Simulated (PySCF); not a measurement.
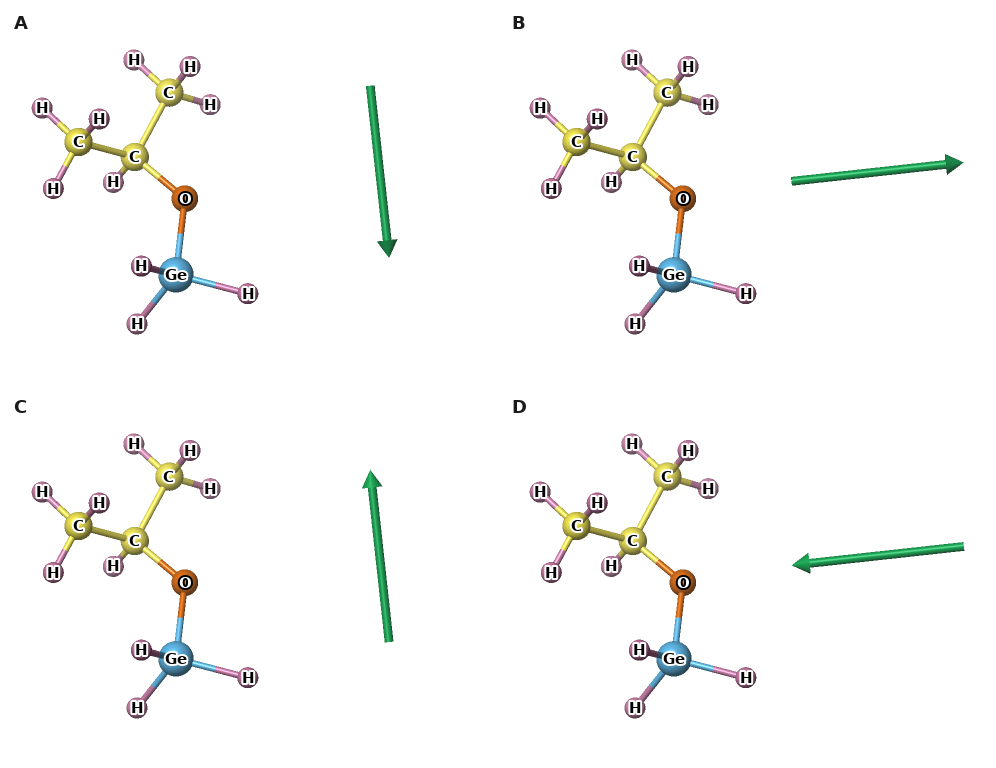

The same molecule four times, each with an arrow. Computed geometry: GFN2-xTB optimisation. No frequency run is at hand to confirm it as a minimum. Method: PBE0/pcSseg-1, gas phase (PySCF 2.14.0).

Which arrow points along the dipole moment, from the negative to the positive end?

Answer. D. The dipole moment is 1.11 D.

The geometry is semi-empirical. Around Ge such bond lengths and angles can be off by a tenth of an ångström or more and by several degrees, and values that hang on the shape move with them.
